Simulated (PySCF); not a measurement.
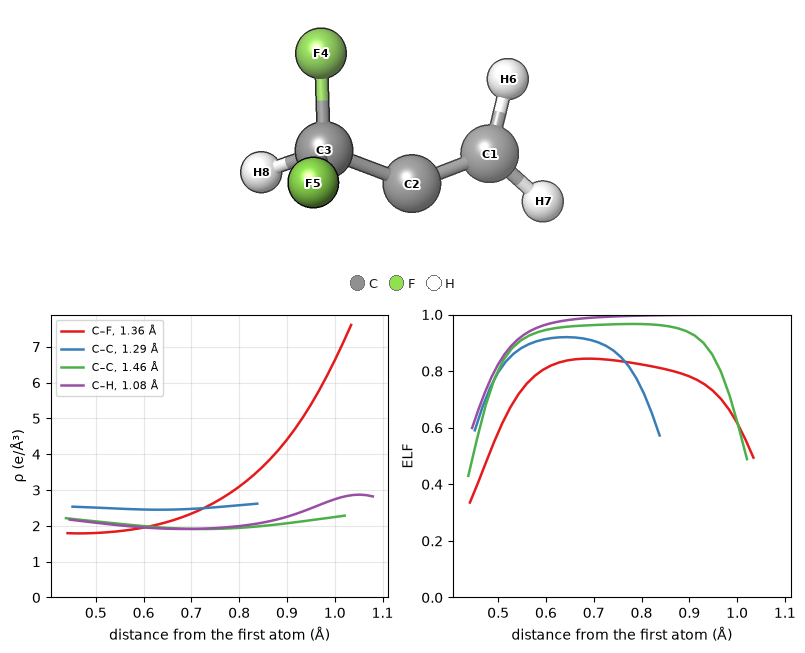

Figure. C$_{3}$H$_{3}$F$_{2}$ (SMILES C=[C]C(F)F) (doublet). Electron density and ELF along straight lines between neighbouring atoms. The curves leave out the atomic cores. The structure is drawn too.

Geometry: GFN2-xTB.

The calculation used PySCF 2.14.0, density-fitted response routines, UKS B3LYP, pcH-1 on C F H, non-relativistic, mean-field spin-orbit, GIAO.

```yaml
atoms:
  - { symbol: C, position_ang: [1.4802, 0.0154, 0.0484] }
  - { symbol: C, position_ang: [0.3102, -0.2921, -0.3967] }
  - { symbol: C, position_ang: [-1.1086, -0.0453, -0.1676] }
  - { symbol: F, position_ang: [-1.3233, 0.7777, 0.9170] }
  - { symbol: F, position_ang: [-1.7818, -1.1896, 0.1102] }
  - { symbol: H, position_ang: [1.6479, 0.6824, 0.8967] }
  - { symbol: H, position_ang: [2.3836, -0.3711, -0.3992] }
  - { symbol: H, position_ang: [-1.5992, 0.4320, -1.0333] }
```

**Compare the contacts.**

C–F (1.36 Å): ρ is about 2.2 e/Å³ halfway, with its minimum of 1.8 e/Å³ about 0.5 Å from C; the ELF peaks at about 0.85 between the atoms, as expected for a shared but strongly polarised pair.
C–C (1.29 Å): the density is about 2.5 e/Å³ at the midpoint; the ELF peaks at about 0.90 between the atoms (a multiple bond).
C–C (1.46 Å): ρ is about 1.9 e/Å³ halfway; the ELF peaks at about 0.95 between the atoms, as expected for localised, covalent bonding.
C–H (1.08 Å): the density is about 2 e/Å³ at the midpoint; the ELF climbs to about 1 towards the hydrogen, as it does in any bond to H: a covalent bond by its length.
